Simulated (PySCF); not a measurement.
**One shape, several levels: SiBrClF (SMILES F[Si](Cl)Br)**

Aim: a comparison of 6 runs (UHF/STO-3G, UHF/cc-pVTZ, UPBE0/def2-SVP, USVWN5/6-311G**, UBP86/pcseg-2, UPBE0/cc-pVTZ) of SiBrClF. The job is set up through a Python script.

The results are computed with PySCF 2.14.0.

## (1) Starting point

SiBrClF: 4 atoms, total charge 0, spin state doublet. SMILES: `F[Si](Cl)Br`. The shape is that of a PBE0-D4/def2-TZVP optimisation.

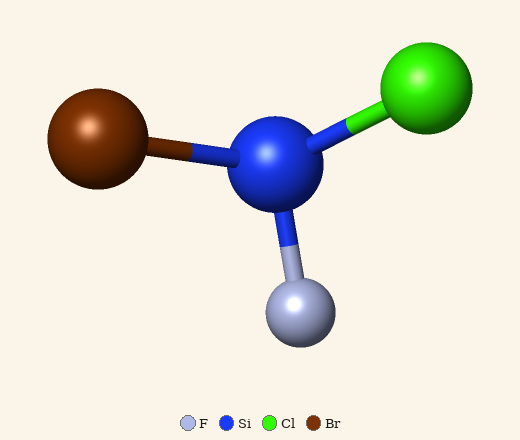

The structure, seen from a chosen angle (fluorine light blue, silicon blue, chlorine green, bromine brown).

## (2) Energy and forces at UHF/STO-3G (run 1)

job.py reads:

```python
# F[Si](Cl)Br
from pyscf import gto

system = gto.M(
    atom='F -0.532200 0.674200 -1.342900; Si -0.280900 -0.390800 -0.189900; Cl -1.027100 0.388000 1.541900; Br 1.895700 -0.731700 -0.029400',
    spin=1,
    max_memory=1860,
    basis='sto-3g',
    charge=0,
    verbose=4,
)

mf = system.UHF()
mf.conv_tol = 1e-10
mf.kernel()
if not mf.converged:
    mf = mf.newton().run(mf.mo_coeff, mf.mo_occ)

e_final = mf.e_tot
print('Final energy', e_final)
grad = mf.nuc_grad_method().kernel()
mf.analyze()
```

Launch:

```sh
$ OMP_NUM_THREADS=1 python job.py
```

The log of the run:

```text
PySCF version 2.14.0

[... 89 lines left out ...]
Final energy -3382.972481571688
[... 12 lines left out ...]
Nuclear Repulsion Energy =             392.302674493144650
[... 1 line left out ...]
Two-electron Energy =                 1736.578528702062613
[... 1 line left out ...]
DFT Exchange-Correlation Energy =     -149.114626124442566
[... 4 lines left out ...]
MO #2   energy= -103.656777281334  | -103.655894107372  occ= 1 | 1
[... 2 lines left out ...]
MO #41  energy= 0.451323758556358  | 0.496188051508156  occ= 0 | 0
[... 63 lines left out ...]
Dipole moment(X, Y, Z, Debye): -0.88861, -1.55001, -1.87193
```

Wall time 3.3 s (1 thread of Arm Neoverse N1, shared host); peak memory 0.12 GiB.

## (3) Energy and gradient at UHF/cc-pVTZ (run 2)

job.py reads:

```python
import pyscf.grad
from pyscf import gto, scf

mol = gto.Mole()
mol.atom = [
    ('F', (-0.532200, 0.674200, -1.342900)),
    ('Si', (-0.280900, -0.390800, -0.189900)),
    ('Cl', (-1.027100, 0.388000, 1.541900)),
    ('Br', (1.895700, -0.731700, -0.029400)),
]
mol.max_memory = 1860
mol.spin = 1
mol.basis = 'cc-pvtz'
mol.verbose = 4
mol.build()

calc0 = scf.UHF(mol)
calc0.conv_tol = 1e-10
calc0.kernel()
if not calc0.converged:
    calc0 = calc0.newton().run(calc0.mo_coeff, calc0.mo_occ)

energy = calc0.e_tot
print(f'total energy: {energy:.8f} hartree')
grad = calc0.Gradients().kernel()
calc0.analyze()
```

Launch:

```sh
$ OMP_NUM_THREADS=1 python job.py
```

The log of the run:

```text
PySCF version 2.14.0

[... 97 lines left out ...]
total energy: -3420.53824945 hartree
[... 12 lines left out ...]
Nuclear Repulsion Energy =             392.302674493144650
[... 1 line left out ...]
Two-electron Energy =                 1727.917009702316136
[... 1 line left out ...]
DFT Exchange-Correlation Energy =     -147.849740621058118
[... 4 lines left out ...]
MO #2   energy= -104.858196397042  | -104.856790627372  occ= 1 | 1
[... 2 lines left out ...]
MO #141 energy= 11.6382917777321   | 11.6412358739981   occ= 0 | 0
[... 163 lines left out ...]
Dipole moment(X, Y, Z, Debye): -0.33814, -1.00328,  0.06238
```

Run time: 76 s. Hardware: 1 thread of Arm Neoverse N1, shared host; peak memory 0.5 GiB.

Runs 3 to 5 aren't shown in full; the table further down has their settings and results.

## (4) Energy and gradient at UPBE0/cc-pVTZ (run 6)

job.py reads:

```python
# F[Si](Cl)Br
from pyscf import gto, dft

mol = gto.Mole()
mol.atom = '''
F     -0.532200     0.674200    -1.342900
Si    -0.280900    -0.390800    -0.189900
Cl    -1.027100     0.388000     1.541900
Br     1.895700    -0.731700    -0.029400
'''
mol.verbose = 4
mol.max_memory = 1860
mol.spin = 1
mol.basis = 'cc-pvtz'
mol.charge = 0
mol.build()

myscf = dft.UKS(mol, xc='pbe0')
myscf.conv_tol = 1e-10
myscf.grids.level = 5
myscf.kernel()
if not myscf.converged:
    myscf = myscf.newton().run(myscf.mo_coeff, myscf.mo_occ)

energy = myscf.e_tot
print(f'total energy: {energy:.8f} hartree')
grad = myscf.nuc_grad_method().kernel()
myscf.analyze()
```

Launch:

```sh
$ OMP_NUM_THREADS=1 python job.py
```

The log of the run:

```text
PySCF version 2.14.0

[... 52 lines left out ...]
WARN: HOMO -0.190250213206591 >= LUMO -0.190250213206589
[... 51 lines left out ...]
total energy: -3423.26181547 hartree
[... 13 lines left out ...]
Nuclear Repulsion Energy =             392.302674493144650
[... 1 line left out ...]
Two-electron Energy =                 1724.767549018419004
[... 1 line left out ...]
DFT Exchange-Correlation Energy =     -150.384636525326414
[... 4 lines left out ...]
MO #2   energy= -101.757416326302  | -101.756452275523  occ= 1 | 1
[... 2 lines left out ...]
MO #141 energy= 10.9563002167103   | 10.9594847465747   occ= 0 | 0
[... 163 lines left out ...]
Dipole moment(X, Y, Z, Debye): -0.17438, -0.74671,  0.08991
```

It took 2.8 min on 1 thread of Arm Neoverse N1, shared host; peak memory 1.6 GiB.

## (5) All runs side by side

| run | level | integration grid | energy (Eh) | dipole moment (D) | HOMO energy (eV) | LUMO energy (eV) | wall time |
| --- | --- | --- | --- | --- | --- | --- | --- |
| 1 | UHF/STO-3G | – | -3382.972482 | 2.59 | -7.58 | 3.32 | 3.3 s |
| 2 | UHF/cc-pVTZ | – | -3420.538249 | 1.06 | -10.32 | 0.42 | 76 s |
| 3 | UPBE0/def2-SVP | 5 | -3422.506994 | 0.88 | -7.11 | -3.44 | 54 s |
| 4 | USVWN5/6-311G** | 5 | -3417.020541 | 0.92 | -6.11 | -4.98 | 47 s |
| 5 | UBP86/pcseg-2 | 5 | -3424.286551 | 0.83 | -6.12 | -4.56 | 3.1 min |
| 6 | UPBE0/cc-pVTZ | 5 | -3423.261815 | 0.77 | -7.19 | -3.47 | 2.8 min |

## (6) Results

```
                                 quantity           value
                      run 6: total energy  -3423.26182 Eh
                     run 6: dipole moment          0.77 D
run 6: HOMO energy (highest over α and β)        -7.19 eV
 run 6: LUMO energy (lowest over α and β)        -3.47 eV
                              run 6: ⟨S²⟩           0.753
          run 6: largest force on an atom      0.324 eV/Å
```

In words: The dipole moment (its size) runs from 0.77 D (UPBE0/cc-pVTZ) to 2.59 D (UHF/STO-3G). The two ends differ in method and basis. Totals of different functionals can't be ranked against each other. In run 1 the basis is minimal, so the values are rough. All runs together took 8.9 min, the longest 3.1 min.
